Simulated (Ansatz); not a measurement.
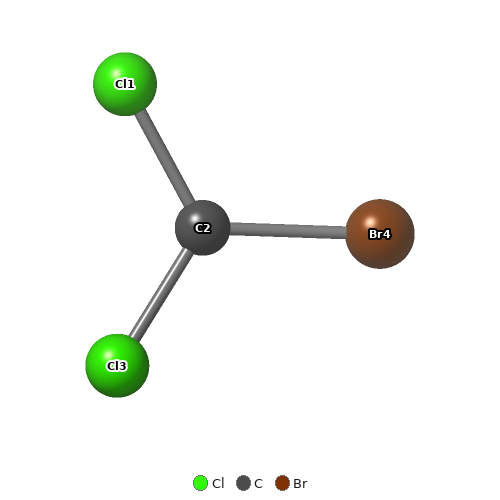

The system is CBrCl2, SMILES Cl[C+](Cl)Br, charge +1; the picture shows the reference structure. 
- The first coordinate is: bond length Cl1–C2; the second: bond length C2–Br4.
- Nothing is relaxed (all other coordinates rigid).
- The grid has 13 × 13 points.
- Points are written as (first, second).
- Energies: kJ/mol, counted from the lowest grid point.
- All numbers below come from RKS PBE0-D4/def2-SVP in Ansatz 0.2.0.

Its coordinates:

```yaml
atoms:
  - { symbol: Cl, position_ang: [1.2367, -0.3994, 1.0456] }
  - { symbol: C, position_ang: [-0.0011, -0.0304, 0.0197] }
  - { symbol: Cl, position_ang: [-1.2872, -1.0555, -0.1055] }
  - { symbol: Br, position_ang: [0.0516, 1.4853, -0.9598] }
```

Range: bond length Cl1–C2 from 1.386 to 2.144 Å; bond length C2–Br4 from 1.589 to 2.257 Å.

> What landscape does the calculation give?

The lowest grid point is at (1.638 Å, 1.811 Å). No other kind of well shows on this grid. The highest grid point, (2.144 Å, 2.257 Å), lies 324 kJ/mol above the lowest. Round the minimum the two coordinates are weakly coupled (coupling 0.12 in units of the two stiffnesses).

```
bond length C2–Br4 ↓, bond length Cl1–C2 →  1.386  1.449  1.512  1.575  1.638  1.702  1.765  1.828  1.891  1.955  2.018  2.081  2.144
                                     2.257    278    198    152    131    128    138    156    179    206    236    266    295    324
                                     2.201    259    178    131    110    106    116    133    157    183    213    242    272    301
                                     2.145    241    159    111     89     85     94    111    134    161    190    219    249    278
                                     2.090    224    141     92     70     65     73     90    112    139    168    197    226    255
                                     2.034    208    124     75     51     45     53     69     91    117    146    175    204    233
                                     1.978    195    110     59     35     28     35     51     72     98    126    155    184    213
                                     1.923    186     99     47     22     14     20     35     56     81    109    137    166    195
                                     1.867    182     93     40     13      4      9     23     44     68     95    123    152    180
                                     1.811    183     93     38     10      0      4     17     37     60     87    114    142    170
                                     1.756    193    101     45     15      4      6     18     37     60     86    113    140    168
                                     1.700    215    120     62     30     18     19     30     47     69     94    121    148    175
                                     1.644    250    153     93     60     45     45     55     71     92    116    142    168    194
                                     1.589    304    204    142    106     90     88     97    112    131    155    179    205    230
```

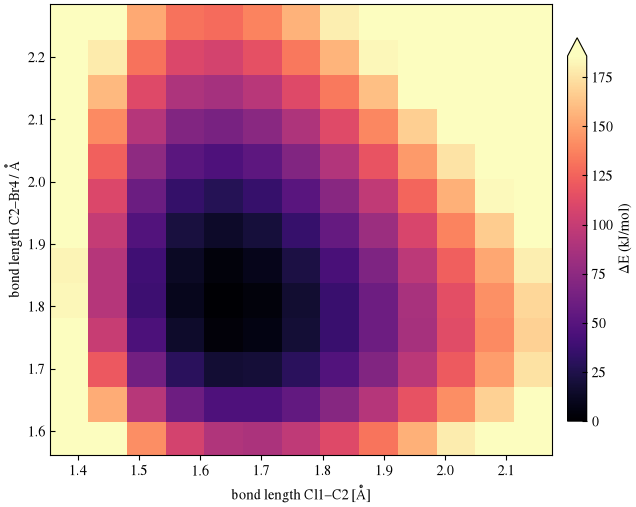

In the figure: one coloured cell a grid point, one colour for all values above the top of the scale.

Each point was launched as `ansatz run input.yaml --threads 1 --pin off --max-ram 2560MiB --backend cpu --events-out ev --progress --plain --runs-dir out`. Time for the 169 points that were run: 8.5 min on 1 thread of Arm Neoverse V2 (shared host).
